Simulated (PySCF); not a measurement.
## Geometry relaxation of AlBHO2F3

System: AlBHO2F3.
Method: PBE0-D3(BJ)/def2-SVP geometry optimisation, gas phase (PySCF 2.14.0).

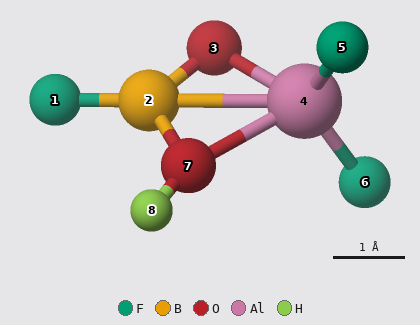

Figure 1. The starting structure (ball-and-stick view, seen at a tilt; atoms are numbered from 1 in the order of the input). Sticks mark near contacts. Bond lengths as drawn: Al–B 2.23 Å, Al–F 1.62 to 1.67 Å, Al–O 1.74 to 1.96 Å, B–F 1.34 Å, B–O 1.30 to 1.41 Å and H–O 0.97 Å.

**Results in brief**

```json
{"quantity": "outcome", "value": "converged"}
{"quantity": "total energy", "value": "−717.219786 hartree"}
{"quantity": "dipole moment", "value": "4.00 D"}
{"quantity": "point group", "value": "Cs"}
{"quantity": "hardware", "value": "1 CPU thread, shared host"}
{"quantity": "wall time", "value": "86 s"}
{"quantity": "peak memory", "value": "0.54 GiB"}
```

**Input**
```
{"job": {"xc": "PBE0", "basis": "def2-SVP", "d3": "d3bj", "grid": 2, "kind": "geom", "shake": 0.01}, "charge": 0, "multiplicity": 1}
F      1.559904    -1.886811    -0.009126
B      0.750469    -0.830783     0.184568
O      0.553082    -0.116190     1.258487
Al    -0.571918     0.947503     0.470215
F     -0.014994     2.376288    -0.047577
F     -2.177387     0.595892     0.778694
O     -0.031567    -0.359102    -0.891643
H     -0.021512    -0.755349    -1.771518
```

The first line tells a small driver script what to run in PySCF; the rest is the geometry in Å.

Run as:
```bash
OMP_NUM_THREADS=1 python <driver script> task.json out
```

**What the program printed**
```
step   0  E = -717.21463982  max force = 0.036087
step   1  E = -717.21904598  max force = 0.014261
step   2  E = -717.21949412  max force = 0.004624
step   3  E = -717.21961345  max force = 0.002047
step   4  E = -717.21965958  max force = 0.002369
step   5  E = -717.21969058  max force = 0.001705
step   6  E = -717.21971085  max force = 0.000738
step   7  E = -717.21972928  max force = 0.001243
step   8  E = -717.21974662  max force = 0.002279
step   9  E = -717.21976491  max force = 0.001885
step  10  E = -717.21978373  max force = 0.000613
step  11  E = -717.21978648  max force = 0.000393
optimisation converged
```

**Trajectory as extended XYZ (Å, eV, eV/Å), 12 frames, from step=0 to step=11**
```
8
Properties=species:S:1:pos:R:3:forces:R:3 step=0 energy=-19516.40442
F     1.5599   -1.8868   -0.0091   -0.6577   0.8328   0.1228
B     0.7505   -0.8308    0.1846    1.3706  -1.8557  -0.3804
O     0.5531   -0.1162    1.2585    0.5327  -0.1524   0.8185
Al   -0.5719    0.9475    0.4702   -1.8147  -0.4849  -0.0083
F    -0.0150    2.3763   -0.0476    0.2203   1.1651  -0.2768
F    -2.1774    0.5959    0.7787    0.4621   0.4097  -0.0671
O    -0.0316   -0.3591   -0.8916   -0.0637  -0.0498  -0.3588
H    -0.0215   -0.7553   -1.7715   -0.0497   0.1351   0.1501
8
Properties=species:S:1:pos:R:3:forces:R:3 step=1 energy=-19516.52432
F     1.5622   -1.8892   -0.0470    0.3543  -0.4646  -0.0877
B     0.7922   -0.8691    0.1902   -0.6342   0.7333  -0.0028
O     0.6032   -0.1097    1.2484   -0.0547   0.0665   0.0200
Al   -0.6119    0.9675    0.4500    0.5974   0.0615   0.0156
F    -0.1071    2.4631   -0.0581    0.0434  -0.1064  -0.0005
F    -2.1940    0.8399    0.8723   -0.3810  -0.1331   0.0983
O    -0.0834   -0.3725   -0.8555    0.0895  -0.1474   0.0297
H    -0.1403   -0.7277   -1.7466   -0.0147  -0.0098  -0.0726
8
Properties=species:S:1:pos:R:3:forces:R:3 step=2 energy=-19516.53652
F     1.5580   -1.8923   -0.0478    0.0620  -0.0751  -0.0019
B     0.7835   -0.8618    0.1891   -0.2378   0.2118  -0.0967
O     0.6039   -0.1051    1.2508   -0.0568   0.0196  -0.0544
Al   -0.6055    0.9694    0.4529    0.1725   0.0741   0.0833
F    -0.0843    2.4563   -0.0584    0.0233  -0.0572  -0.0117
F    -2.1977    0.8379    0.8771   -0.0407  -0.0780   0.0030
O    -0.0886   -0.3730   -0.8589    0.0692  -0.0983   0.0690
H    -0.1484   -0.7289   -1.7510    0.0083   0.0030   0.0095
8
Properties=species:S:1:pos:R:3:forces:R:3 step=3 energy=-19516.53976
F     1.5468   -1.8961   -0.0503   -0.0298   0.0473   0.0167
B     0.7739   -0.8590    0.1856   -0.0298  -0.0556  -0.1052
O     0.6039   -0.1052    1.2498   -0.0319   0.0293  -0.0008
Al   -0.5969    0.9737    0.4579   -0.0163   0.0794   0.0853
F    -0.0624    2.4513   -0.0614    0.0126  -0.0132  -0.0135
F    -2.1925    0.8385    0.8810    0.0624  -0.0380  -0.0219
O    -0.0945   -0.3721   -0.8586    0.0190  -0.0486   0.0289
H    -0.1574   -0.7286   -1.7501    0.0138  -0.0006   0.0107
8
Properties=species:S:1:pos:R:3:forces:R:3 step=4 energy=-19516.54102
F     1.5330   -1.9023   -0.0547   -0.0374   0.0556   0.0149
B     0.7654   -0.8606    0.1815    0.0418  -0.1218  -0.0609
O     0.6050   -0.1075    1.2481   -0.0051   0.0216   0.0187
Al   -0.5881    0.9795    0.4636   -0.0553   0.0695   0.0544
F    -0.0442    2.4499   -0.0639    0.0054   0.0068  -0.0072
F    -2.1835    0.8427    0.8860    0.0541  -0.0134  -0.0153
O    -0.1004   -0.3711   -0.8579   -0.0165  -0.0171  -0.0091
H    -0.1664   -0.7281   -1.7488    0.0131  -0.0013   0.0046
8
Properties=species:S:1:pos:R:3:forces:R:3 step=5 energy=-19516.54186
F     1.5156   -1.9128   -0.0618   -0.0209   0.0239   0.0019
B     0.7563   -0.8661    0.1757    0.0515  -0.0877   0.0017
O     0.6084   -0.1121    1.2447    0.0130   0.0058   0.0115
Al   -0.5772    0.9869    0.4707   -0.0341   0.0412   0.0128
F    -0.0251    2.4512   -0.0643   -0.0007   0.0126   0.0029
F    -2.1709    0.8516    0.8950    0.0151   0.0050  -0.0001
O    -0.1079   -0.3696   -0.8579   -0.0325  -0.0011  -0.0281
H    -0.1783   -0.7267   -1.7483    0.0084   0.0004  -0.0026
8
Properties=species:S:1:pos:R:3:forces:R:3 step=6 energy=-19516.54241
F     1.4963   -1.9264   -0.0724   -0.0014  -0.0120  -0.0058
B     0.7477   -0.8741    0.1689    0.0275  -0.0145   0.0379
O     0.6141   -0.1182    1.2400    0.0203  -0.0112  -0.0050
Al   -0.5655    0.9944    0.4779    0.0008   0.0036  -0.0218
F    -0.0063    2.4546   -0.0609   -0.0037   0.0088   0.0104
F    -2.1570    0.8646    0.9079   -0.0141   0.0156   0.0109
O    -0.1164   -0.3681   -0.8587   -0.0324   0.0064  -0.0209
H    -0.1920   -0.7245   -1.7489    0.0029   0.0032  -0.0057
8
Properties=species:S:1:pos:R:3:forces:R:3 step=7 energy=-19516.54292
F     1.4678   -1.9477   -0.0899    0.0098  -0.0397  -0.0136
B     0.7358   -0.8863    0.1584    0.0001   0.0639   0.0572
O     0.6241   -0.1286    1.2317    0.0169  -0.0215  -0.0196
Al   -0.5479    1.0037    0.4874    0.0310  -0.0431  -0.0484
F     0.0212    2.4597   -0.0524   -0.0042   0.0025   0.0138
F    -2.1364    0.8866    0.9297   -0.0285   0.0236   0.0162
O    -0.1296   -0.3654   -0.8605   -0.0206   0.0075   0.0011
H    -0.2141   -0.7196   -1.7508   -0.0044   0.0068  -0.0067
8
Properties=species:S:1:pos:R:3:forces:R:3 step=8 energy=-19516.54339
F     1.4269   -1.9774   -0.1163    0.0146  -0.0503  -0.0115
B     0.7196   -0.9026    0.1440   -0.0197   0.1172   0.0502
O     0.6390   -0.1439    1.2198    0.0085  -0.0253  -0.0244
Al   -0.5226    1.0144    0.4991    0.0428  -0.0854  -0.0633
F     0.0610    2.4651   -0.0388   -0.0022  -0.0023   0.0110
F    -2.1069    0.9196    0.9613   -0.0267   0.0258   0.0134
O    -0.1488   -0.3614   -0.8623   -0.0054   0.0101   0.0291
H    -0.2473   -0.7114   -1.7530   -0.0119   0.0101  -0.0046
8
Properties=species:S:1:pos:R:3:forces:R:3 step=9 energy=-19516.54388
F     1.4039   -1.9943   -0.1310    0.0056  -0.0319  -0.0087
B     0.7112   -0.9113    0.1362   -0.0185   0.0969   0.0248
O     0.6482   -0.1530    1.2129   -0.0020  -0.0123  -0.0141
Al   -0.5083    1.0182    0.5034    0.0313  -0.0820  -0.0477
F     0.0847    2.4664   -0.0308    0.0013  -0.0036   0.0028
F    -2.0899    0.9411    0.9791   -0.0122   0.0171   0.0043
O    -0.1605   -0.3591   -0.8626    0.0079   0.0056   0.0399
H    -0.2686   -0.7056   -1.7535   -0.0134   0.0102  -0.0013
8
Properties=species:S:1:pos:R:3:forces:R:3 step=10 energy=-19516.54440
F     1.3902   -2.0046   -0.1393   -0.0080   0.0094   0.0022
B     0.7078   -0.9154    0.1335   -0.0056   0.0116  -0.0189
O     0.6549   -0.1581    1.2097   -0.0067   0.0061   0.0073
Al   -0.4996    1.0174    0.5022   -0.0015  -0.0315  -0.0062
F     0.1013    2.4639   -0.0279    0.0054  -0.0027  -0.0092
F    -2.0798    0.9589    0.9880    0.0119  -0.0009  -0.0085
O    -0.1685   -0.3585   -0.8605    0.0135   0.0028   0.0310
H    -0.2853   -0.7013   -1.7518   -0.0090   0.0052   0.0025
8
Properties=species:S:1:pos:R:3:forces:R:3 step=11 energy=-19516.54447
F     1.3919   -2.0032   -0.1361   -0.0085   0.0160   0.0020
B     0.7089   -0.9139    0.1358    0.0039  -0.0202  -0.0150
O     0.6544   -0.1564    1.2115   -0.0028   0.0075   0.0105
Al   -0.5004    1.0160    0.4996   -0.0107  -0.0027   0.0054
F     0.1020    2.4611   -0.0328    0.0036  -0.0007  -0.0083
F    -2.0812    0.9599    0.9837    0.0126  -0.0028  -0.0073
O    -0.1683   -0.3593   -0.8584    0.0075   0.0011   0.0109
H    -0.2863   -0.7018   -1.7496   -0.0055   0.0018   0.0019
```

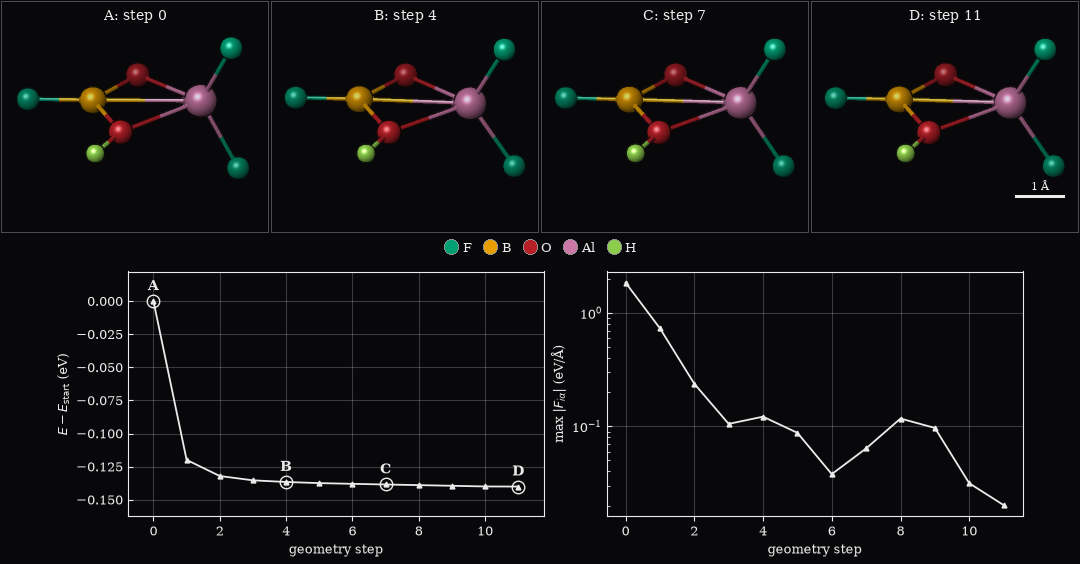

Figure 2. Frames of the relaxation (ball-and-stick view, seen at an oblique angle) above the curves, on which the letters mark them (steps are counted from 0).

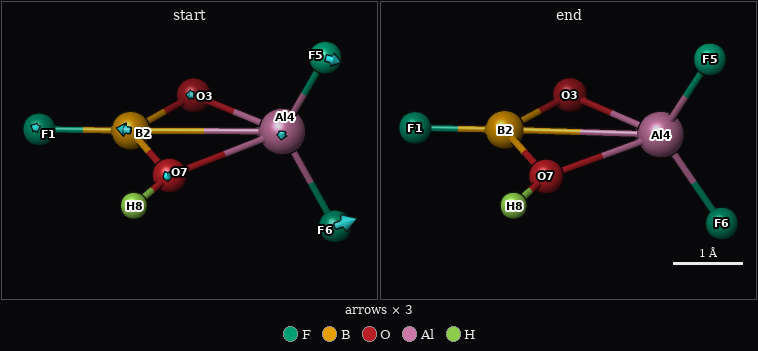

Figure 3. Before (left) and after (right) the relaxation, at one scale (ball-and-stick view, seen at an oblique angle). The teal arrows give the displacements, magnified 3 times. The largest move after the best rigid fit is that of F6, 0.13 Å. Largest moves by element: F 0.13 Å, B 0.08 Å, Al 0.05 Å, O 0.05 Å, H 0.01 Å. Among the contacts that change: B2–Al4 2.234 → 2.306 Å, O3–Al4 1.737 → 1.793 Å, Al4–F5 1.619 → 1.654 Å, F1–B2 1.345 → 1.314 Å. Among the angles that change: F5–Al4–F6 125.1° → 118.2°, B2–Al4–F6 115.1° → 121.3°, F6–Al4–O7 104.6° → 109.9°. The energy falls by 0.140 eV in 11 geometry steps. The largest force component goes from 1.9 to 0.02 eV/Å. (Atoms are counted from 1 in the order of the input.)
